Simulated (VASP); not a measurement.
Band structure of CaSe (space group Fm-3m). Level of theory: modified Becke-Johnson potential (mBJ), VASP's PBE PAW potentials (set 64) (plane waves; VASP).

mBJ is a potential without an energy functional, so only the levels count.

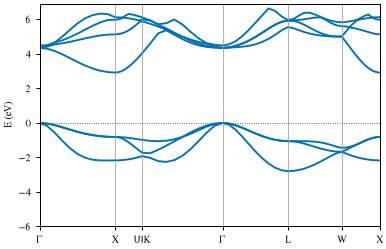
Figure. Bands along high-symmetry lines, zero at the valence-band maximum or, without a gap, the Fermi level

Problem. Read the plot: is there a gap, and where are the band edges?

Solution. The gap is indirect, 2.92 eV, from the valence maximum at Γ to the conduction minimum at X.

The structure comes from a computed database's CaSe entry (Fm-3m); how it stands against other phases isn't given here. It was relaxed first. The cell's shape comes from a PBE relaxation.
